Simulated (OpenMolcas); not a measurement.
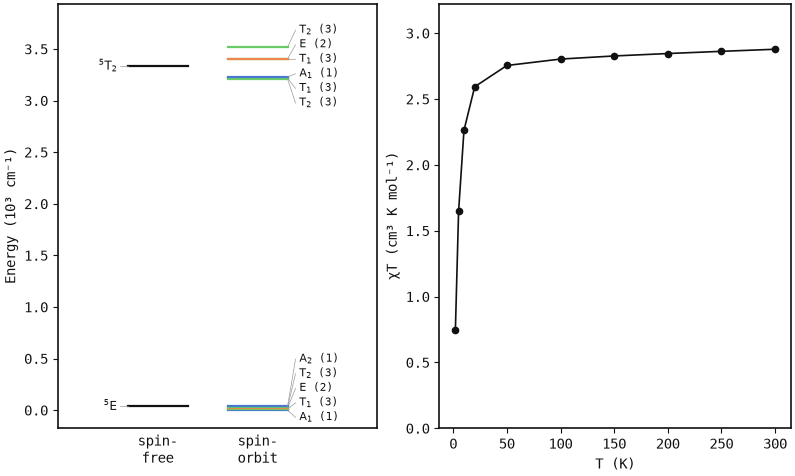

Levels of a 3d ion of charge +2 as a dopant in NaCl, a cluster with its 6 nearest Cl⁻ at 2.826 Å (octahedron) embedded in model potentials and point charges; the geometry was set, not optimised. Labels give the representation in O, Td, D4 or D3 as the site allows (double group for half-integer spin) where it could be assigned and, in brackets, the degeneracy; spin-free states, where drawn, share the zero of the spin-orbit levels. Computed with OpenMolcas: state-averaged CASSCF, the open shell active, basis ANO-RCC-VDZP on all atoms, DKH2 scalar Hamiltonian, spin-orbit coupling by RASSI with atomic mean-field integrals. Powder susceptibility by Van Vleck's formula.

**Which ion is the dopant?**

Cr²⁺ (3d⁴). The ground level is A₁, non-degenerate, 100 % from states of spin multiplicity 5. The next level lies at 9.6 cm⁻¹ (T₁). The lowest spin-free state is ⁵E, from the free-ion D term; of the same spin there follows at 3,300 cm⁻¹ (⁵T₂) above it. A ligand-field fit to the spin-free states gives |10Dq| = 3,430 cm⁻¹, B = 983 and C = 3,690 cm⁻¹ (rms misfit 60 cm⁻¹). χT is 0.747 cm³ K mol⁻¹ at 2 K and 2.88 at 300 K, an effective moment of 4.80 μB. The active orbitals hold 96 to 99 % metal character (Löwdin), and the Mulliken charge of the metal is +1.14.

Limits of the model: orbital doublet at a regular site, Jahn-Teller distortion not allowed for; small active space favours high spin, ground spin may be wrong; the geometry is set by hand, with no relaxation and no charge compensation.
